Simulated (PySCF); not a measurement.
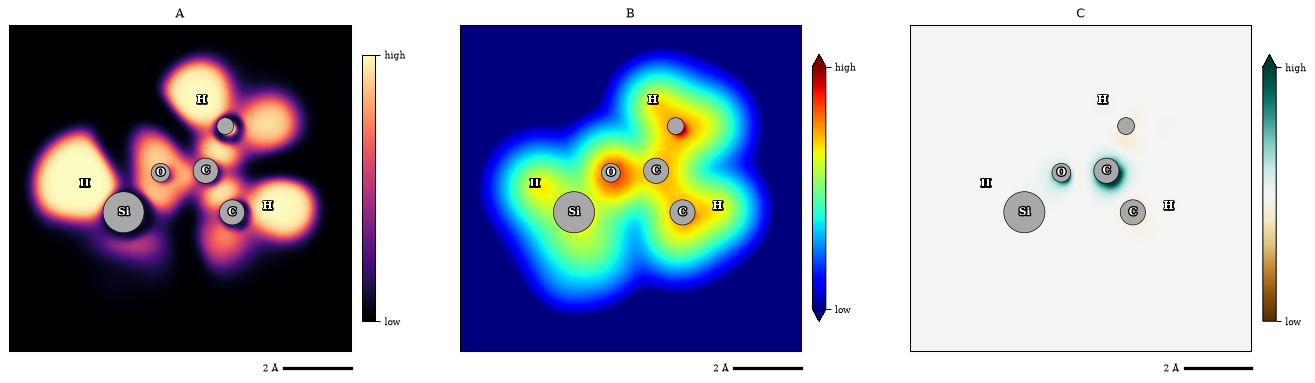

C3H11N2OSi (SMILES C[C](C)O[SiH](N)N) (doublet): 3 fields on the plane of atoms O4, Si5 and H14, with unlabelled colour scales. Grey discs cover the atomic cores.

Geometry: GFN2-xTB.

These are results of UKS B3LYP, pcH-1 on C H N O Si, non-relativistic, mean-field spin-orbit, GIAO (PySCF 2.14.0, density-fitted response routines), not measurements.

Question: Which field does each panel show? The fields are: electron density, electron localisation function and spin density.

Answer: Panel A: electron localisation function. Panel B: electron density. Panel C: spin density (confined to the atoms that carry the unpaired spin). From the grid: C–O (1.35 Å): ρ at the midpoint is about 2.2 e/Å³; the ELF peaks at about 0.80 between the atoms (a polar covalent bond). C–C (1.48 Å): the density is about 1.5 e/Å³ at the midpoint; the ELF peaks at about 0.95 between the atoms (localised, covalent bonding).
